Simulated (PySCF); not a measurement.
Input file:

```
{"job": {"kind": "epr"}, "charge": 0, "multiplicity": 3}
C      0.258726    -2.244080    -0.657213
O      1.279369    -1.591070    -0.922565
Al     1.386505     0.270609    -0.583193
O      1.819415     0.623739     1.028366
O      2.006032     0.936607    -2.016369
O     -0.828009    -1.909688    -0.157838
Al    -1.215014    -0.099811     0.265645
O     -2.669860     0.240089    -0.552210
O     -0.859088     0.192808     1.923567
H      1.115709     0.591284     1.696041
H      2.249543     1.859128    -2.107598
H     -3.090102     1.101045    -0.572312
H     -1.443153     0.011960     2.663015
```

Launched as:

```sh
OMP_NUM_THREADS=1 python cluster_run.py task.json out
```

Geometry: PBE0-D3(BJ)/def2-SVP.

These are results of UKS B3LYP, IGLO-III on Al C O, pcH-1 on H, non-relativistic, mean-field spin-orbit, GIAO (PySCF 2.14.0, density-fitted response routines), not measurements.

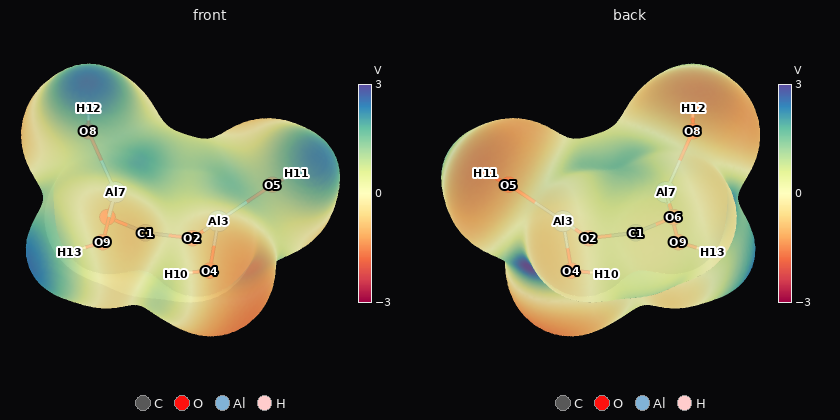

CH4Al2O6 (triplet). The electrostatic potential painted on the density surface at 0.002 e/bohr³, seen from the front and from behind; red is negative and blue positive.

**Describe the electrostatic potential map.**

The most negative region (about −1.5 V) lies over O4, the most positive (about +2.5 V) over Al3, Al7, H12 and H13. O4 is the likeliest acceptor of a hydrogen bond.
